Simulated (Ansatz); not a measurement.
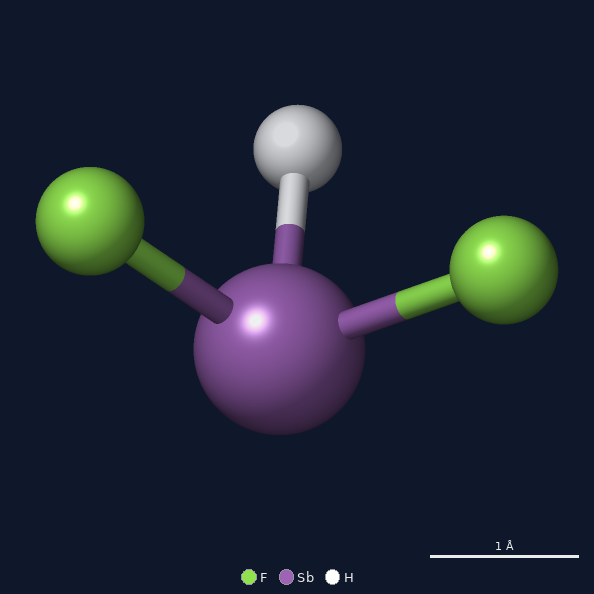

A ball-and-stick model of a molecule.

The computed structure is the end point of a PBE0-D4/def2-TZVP optimisation.

**Count the atoms of each element.**

F₂HSb, 4 atoms: 2 fluorine, 1 hydrogen and 1 antimony.

**Give the symmetry (Schoenflies symbol).**

Cs.

More results for the same structure follow; atom numbers are the same in all pictures, views and colours differ.

**Shape**

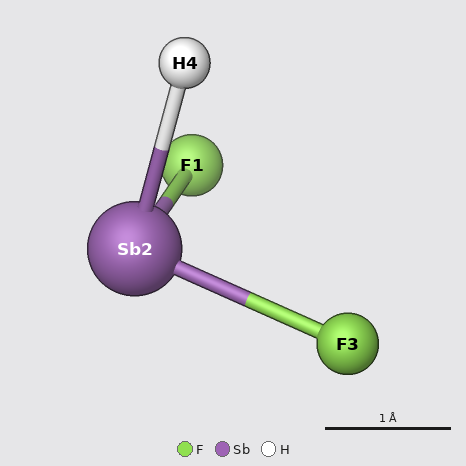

**Describe the coordination of atom 2.**

Sb2 has 3 neighbours (F1 at 1.90, F3 at 1.90, H4 at 1.72 Å); the arrangement is trigonal pyramidal.

**Electronic properties**

Properties computed with RKS PBE0-D4/def2-QZVPP, core potentials on Sb (Ansatz 0.2.0).

**Give the HOMO energy (Kohn–Sham orbital) at this level.**

−8.36 eV.

**Give the HOMO–LUMO gap at this level.**

6.60 eV.

**Charges**

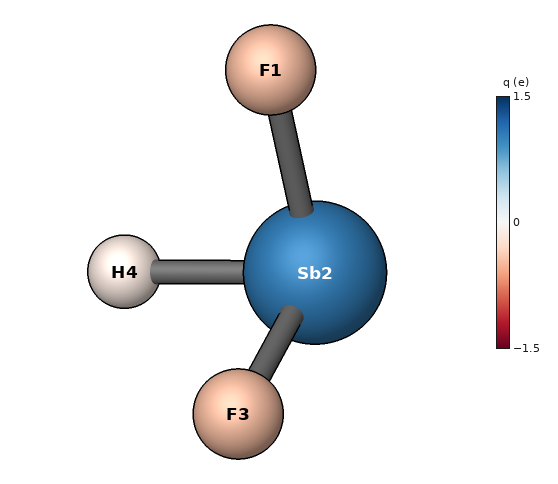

Atoms are coloured by their Mulliken charges. Level of theory: RKS r2SCAN-D4/def2-TZVPP, core potentials on Sb (Ansatz 0.2.0).

List the Mulliken charges.

```
atom  value (e)
  F1      −0.45
 Sb2       1.04
  F3      −0.45
  H4      −0.13
```

**Vibrations**

Harmonic vibrations computed with RKS PBE0-D4/def2-TZVP, core potentials on Sb (Ansatz 0.2.0) at a stationary point of the same level.

**How many vibrational modes are there, and where do they lie?**

6 modes: 204, 624, 639, 655, 690, 1923 cm⁻¹.

**Dipole moment**

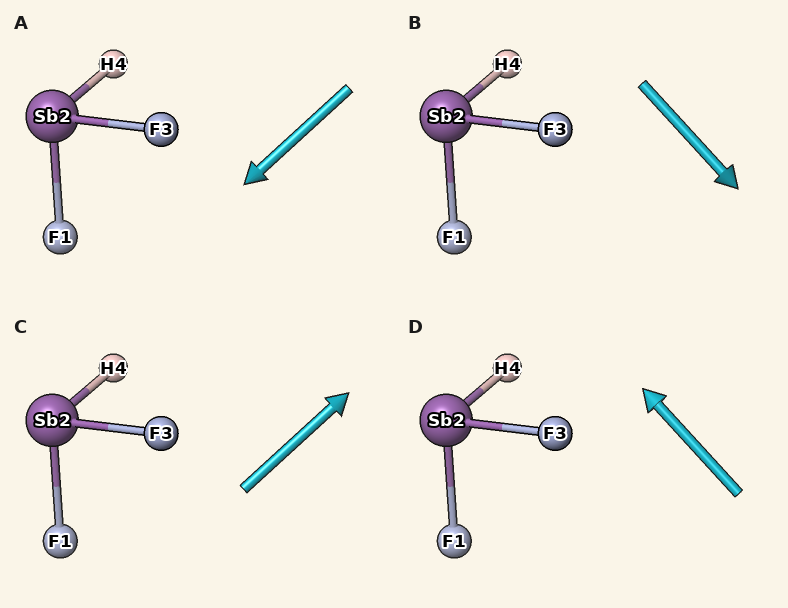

The same molecule four times, each with an arrow. Properties computed with RKS PBE0-D4/def2-TZVP, core potentials on Sb (Ansatz 0.2.0).

**Which arrow points along the dipole moment, from the negative to the positive end?**

D. The dipole moment is 3.30 D; it points from the side of F1, F3 to the side of Sb2, H4 (the outermost atoms at the two ends).

Mulliken values depend strongly on the basis set and can even reverse the polarity of a bond.
